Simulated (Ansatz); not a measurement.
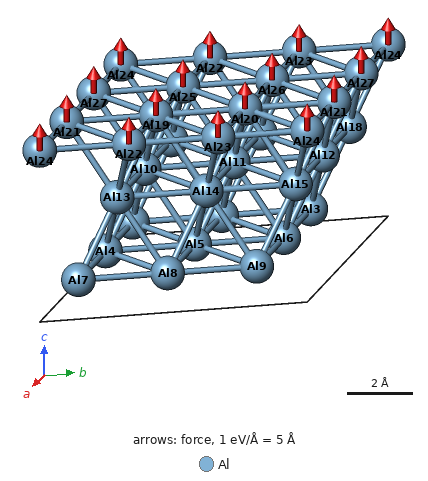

Starting geometry of a slab of composition Al (cut from the Fm-3m phase) with the computed forces as red arrows. A ball-and-stick model of the cell of the calculation, outlined in the plane, without the vacuum, seen from a free direction.

Case: clean slab, lower planes held. The slab is the (1 1 1) face of Al. 9 atoms are held fixed.

All numbers below come from Ansatz 0.2.0, DFT PBE+D3(BJ), scalar-relativistic, plane waves, PAW. Set-up: plane-wave cutoff 420 eV; k-point mesh 3 × 3 × 1; occupations gaussian; smearing width 0.1 eV; no spin polarisation; dipole correction; atoms relaxed in a fixed cell; force threshold 0.03 eV/Å; at most 70 steps.

**What follows when this structure is relaxed?**

It isn't relaxed: the largest force vector, on Al atoms, is 0.18 eV/Å. The atoms end up moving mostly along the starting forces (cosine between the two patterns 0.90). After 1 accepted move (2 points after the start) the energy has fallen by 0.119 eV per cell of the calculation. Largest force component: 0.18 eV/Å at the start, 0.017 eV/Å at the end. 1 step only repeated the SCF at the same geometry. The largest moves, 0.13 Å, are those of Al atoms. The cell stays as it was. Near-neighbour distances that change, for instance: Al–Al 2.816 → 2.871 Å.
